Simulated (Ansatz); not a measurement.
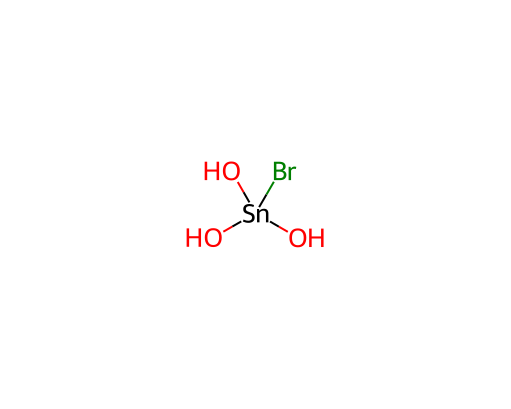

**Transcribe the drawing into SMILES.**

[OH][Sn]([OH])([OH])[Br]

**What is the molecular formula?**

BrH3O3Sn.

More results for the same structure follow; atom numbers are the same in all pictures, views and colours differ. Computed geometry: PBE0-D4/def2-TZVP optimisation.

Geometry

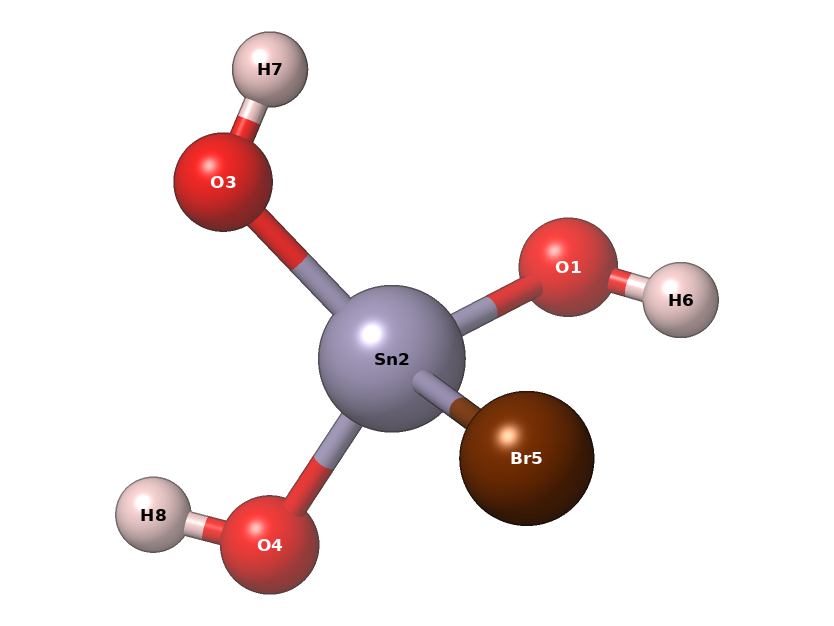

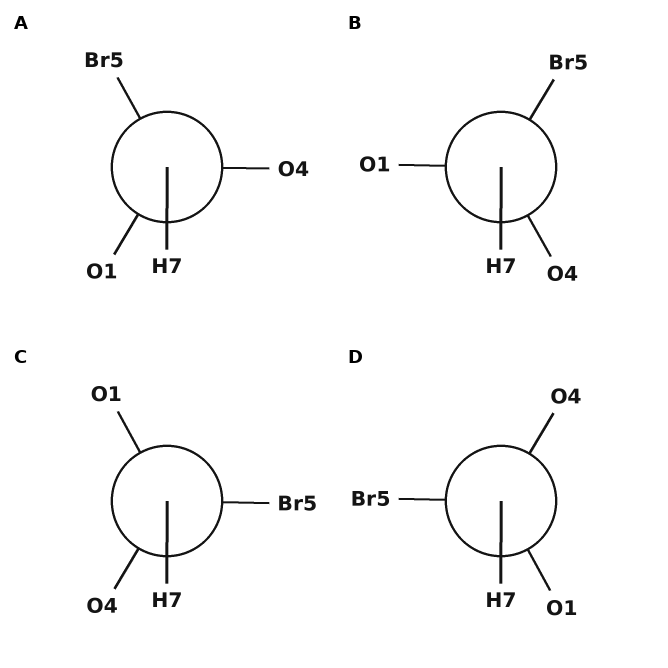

Atoms fade into the background with distance from the viewer. Bonds that would overlap in a projection are set slightly apart.

**Which Newman projection shows the view along O3–Sn2, with O3 in front?**

D. The torsion angle H7–O3–Sn2–Br5 is 91°, about perpendicular.

Levels of theory compared

Program: Ansatz 0.2.0.

At this fixed geometry, give HOMO–LUMO gap (eV) at these levels: B3LYP-D4/def2-TZVPP; B97M-V/def2-TZVPP; BHLYP-D4/def2-TZVPP; BLYP-D4/def2-TZVPP; PBE0-D4/def2-SVP; PBE0-D4/def2-TZVPP; ωB97M-V/def2-SVP.

| level | HOMO–LUMO gap (eV) |
| --- | --- |
| B3LYP-D4/def2-TZVPP | 6.14 |
| B97M-V/def2-TZVPP | 5.10 |
| BHLYP-D4/def2-TZVPP | 8.90 |
| BLYP-D4/def2-TZVPP | 4.26 |
| PBE0-D4/def2-SVP | 6.82 |
| PBE0-D4/def2-TZVPP | 6.76 |
| ωB97M-V/def2-SVP | 11.13 |

Charges

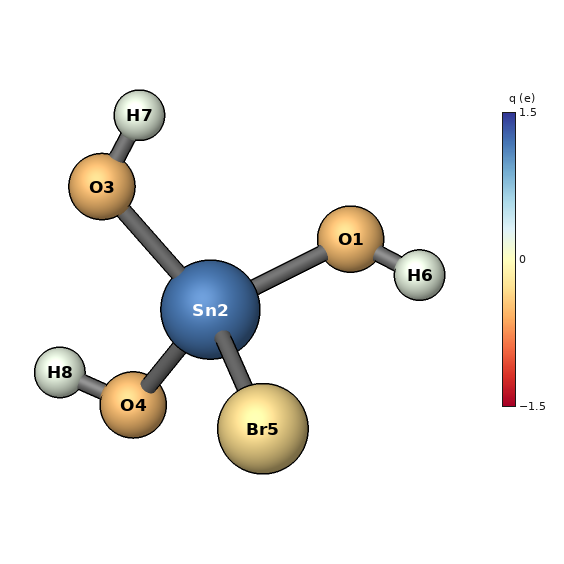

Atoms are coloured by their Mulliken charges. Method: RKS PBE-D4/def2-TZVPP, core potentials on Sn (Ansatz 0.2.0).

**Which atom carries the highest charge (most positive or least negative)?**

Sn2 (1.16 e).

**And the lowest?**

O3 (−0.49 e).

Give the Mulliken charges atom by atom.

```
atom  value (e)
  O1      −0.48
 Sn2       1.16
  O3      −0.49
  O4      −0.48
 Br5      −0.30
  H6       0.19
  H7       0.20
  H8       0.20
```

Dipole moment

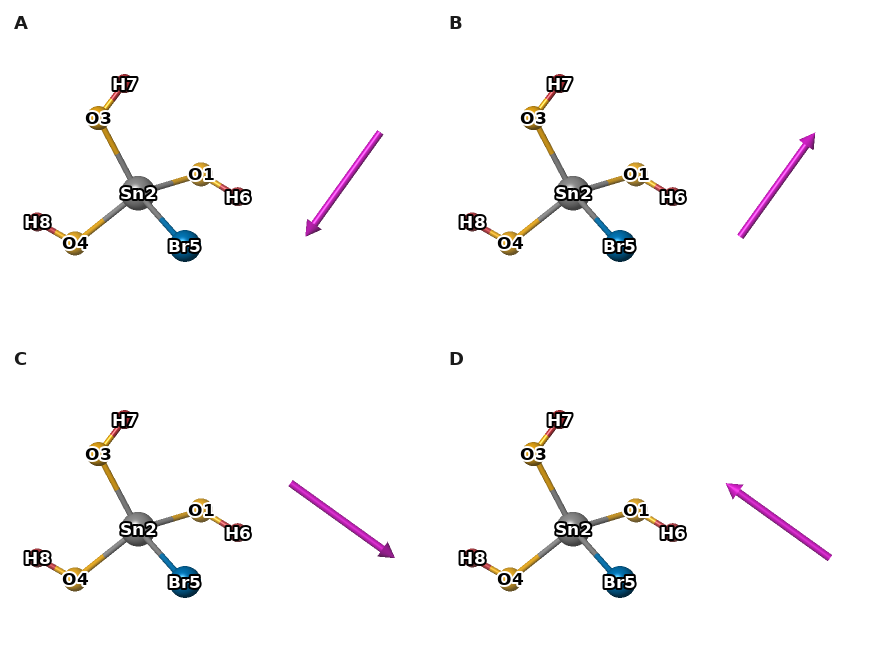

The same molecule four times, each with an arrow. Properties computed with RKS ωB97M-V/def2-TZVPP, core potentials on Sn (Ansatz 0.2.0).

**Which arrow points along the dipole moment, from the negative to the positive end?**

B. The dipole moment is 1.28 D; it points from the side of O4, H8 to the side of H7 (the outermost atoms at the two ends).

Mulliken values depend strongly on the basis set and can even reverse the polarity of a bond.
